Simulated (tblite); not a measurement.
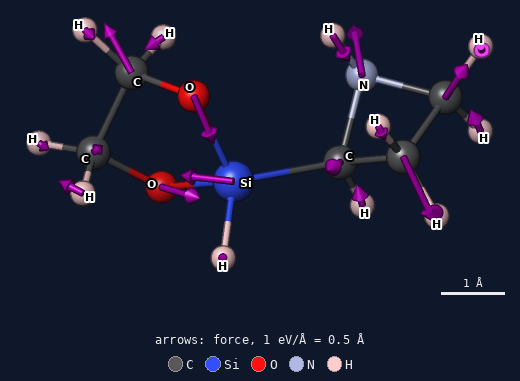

Starting geometry of C$_{5}$H$_{11}$NO$_{2}$Si with the computed forces as purple arrows. Style: ball-and-stick. Shown face on.

Method: GFN2-xTB geometry optimisation, gas phase in tblite 0.8.0. 

**What follows when this structure is relaxed?**

It isn't relaxed: the largest force vector, on the N atom, is 2.57 eV/Å. The final displacements have little in common with the starting forces (cosine between the two patterns 0.27). The largest move after the best rigid fit is that of an H atom, 1.34 Å. Largest moves by element: H 1.34 Å, O 0.87 Å, N 0.62 Å, C 0.54 Å, Si 0.38 Å. Some distances before and after: O–Si 1.743 → 1.641 Å, O–Si 1.713 → 1.643 Å, C–Si 1.835 → 1.898 Å, H–N 1.050 → 1.015 Å. Among the angles between lasting bonds that change: Si–O–C 97.4° → 112.0°, Si–O–C 100.1° → 110.5°, H–C–H 117.8° → 109.7°. Groups turn about C–C by about 90°, C–O by about 65°, C–O by about 60°. After 112 geometry steps the energy has fallen by 35.1 kcal/mol.
